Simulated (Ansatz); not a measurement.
## Electronic structure of Cl₂GeH₂O···H₂ in real space

Input

```
crystal:
  periodic: [false, false, false]
  atoms:
    - { symbol: Ge, position_ang: [0.0, 0.0, 0.0] }
    - { symbol: H, position_ang: [0.0, 0.0, 1.9] }
    - { symbol: Cl, position_ang: [2.0935, 0.0, -0.7393] }
    - { symbol: H, position_ang: [-0.73, 1.2648, -0.5162] }
    - { symbol: Cl, position_ang: [-1.0456, -1.8115, -0.7393] }
    - { symbol: O, position_ang: [1.0804, -1.6406, 0.6527] }
    - { symbol: H, position_ang: [0.514, -2.4726, 0.5682] }
    - { symbol: H, position_ang: [0.5465, -0.8299, 1.8011] }
basis:
  gaussian: { orbitals: def2-SVP }
hamiltonian:
  xc: pbe
  dispersion: d4
relax:
  f_tol: 0.15
  max_steps: 25
  restrain:
    - { distance: [0, 5], at: 1.77, k: 30.0 }
    - { distance: [7, 1], at: 0.66, k: 30.0 }
    - { distance: [0, 1], at: 2.75, k: 30.0 }
    - { distance: [7, 5], at: 2.21, k: 30.0 }
output:
  orbitals: {}
```

Command:

```sh
ansatz run input.yaml --threads 2 --pin off --max-ram 3072MiB --backend cpu --events-out ev --progress --plain --runs-dir out
```

The fields are those of the run's last geometry, not of the input's.

Not at a stationary point (largest force 1.8 eV/Å).

Theory: Ansatz, RKS PBE-D4/def2-SVP.

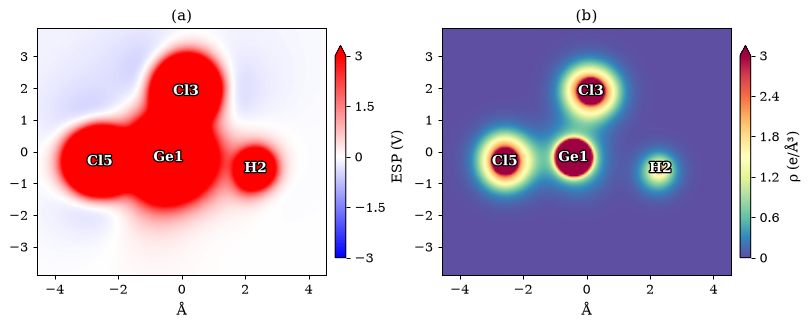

Figure 1. (a) electrostatic potential; (b) total electron density on the plane of atoms Cl3, Ge1 and Cl5.

**What do the fields say about this system?**

The plane passes through Ge, H and Cl nuclei.
Ge–Cl (2.17 Å): ρ at the midpoint is about 0.71 e/Å³.
Outside the dense part of the complex the potential is most negative (−0.5 V) near Cl3.

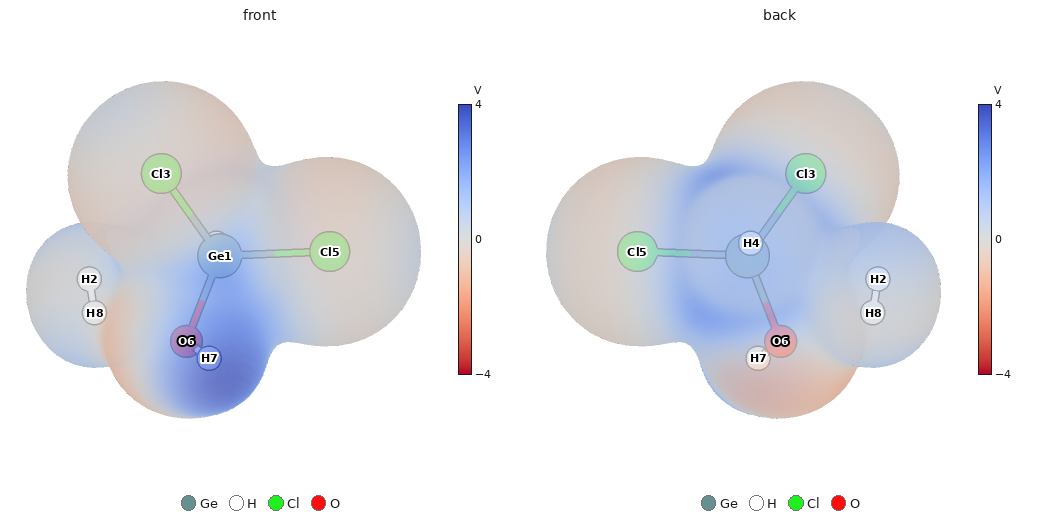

Figure 2. The electrostatic potential painted on the density surface at 0.004 e/bohr³, seen from the front and from behind; red is negative and blue positive.

**Describe the electrostatic potential map.**

The most negative region (about −1.0 V) lies over O6, the most positive (about +3.4 V) over H7. Cl3 shows a σ-hole: about +0.3 V at the tip opposite its bond, against about −0.3 V on its flanks. Cl5 shows a σ-hole: about +0.3 V at the tip opposite its bond, against about −0.2 V on its flanks.

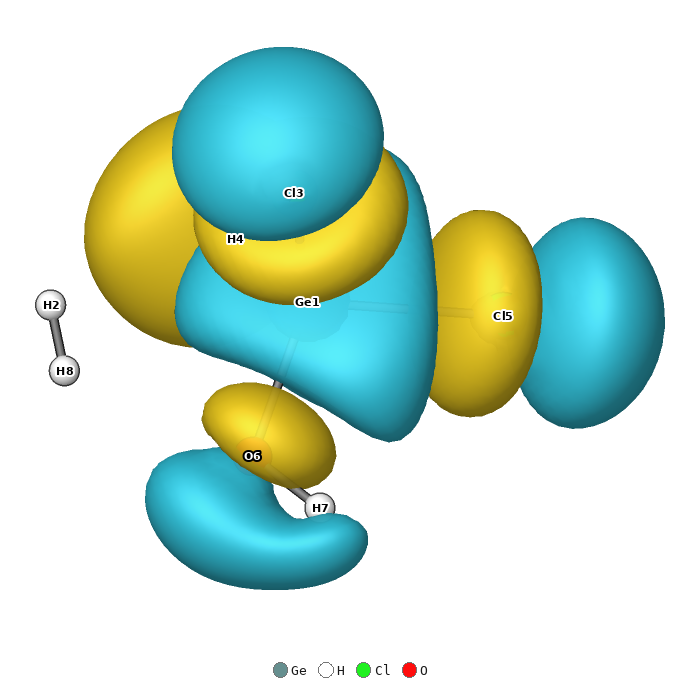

Figure 3. The LUMO at ±0.06 Å⁻³ᐟ² (yellow and cyan are the two phases), seen across its widest extent.

**Describe this orbital and give its energy.**

By Hirshfeld shares it lies mainly on Ge1 (about 35 %), Cl3 (about 20 %), Cl5 (about 20 %), H4 (about 15 %) and O6 (about 10 %). Its energy is −1.78 eV.
